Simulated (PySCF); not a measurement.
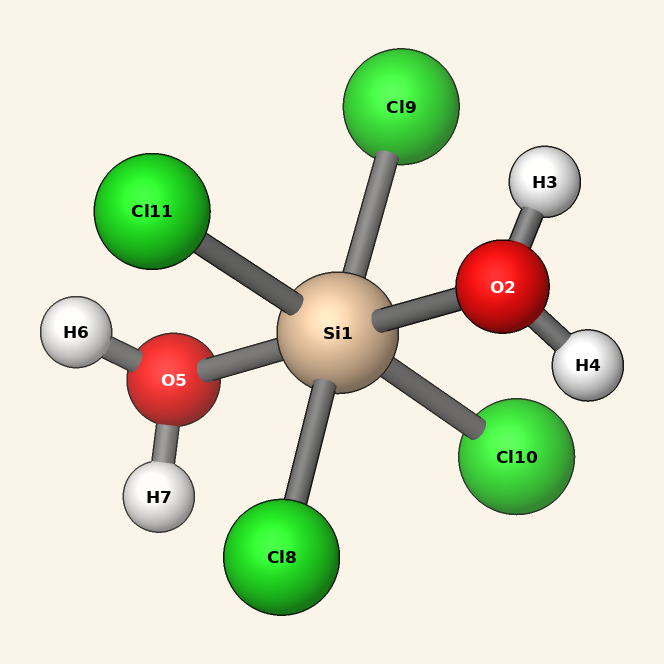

Computed geometry: PBE0-D3(BJ)/def2-SVP optimisation. No frequency run is at hand to confirm it as a minimum. Level of theory: delta-SCF UKS SCAN, pcX-2 on the ionised atom (unc-x2c-TZVPall on a metal), pcseg-1 elsewhere, spin-free X2C (PySCF 2.14.0).

Give the core-electron binding energies (to vacuum; p and d levels without spin–orbit splitting) of Si1 1s, Si1 2p, O2 1s, Cl8 1s, Cl8 2p.

```
atom  level  binding energy (eV)
 Si1     1s               1850.6
 Si1     2p                110.4
  O2     1s                542.2
 Cl8     1s               2828.1
 Cl8     2p                206.1
```
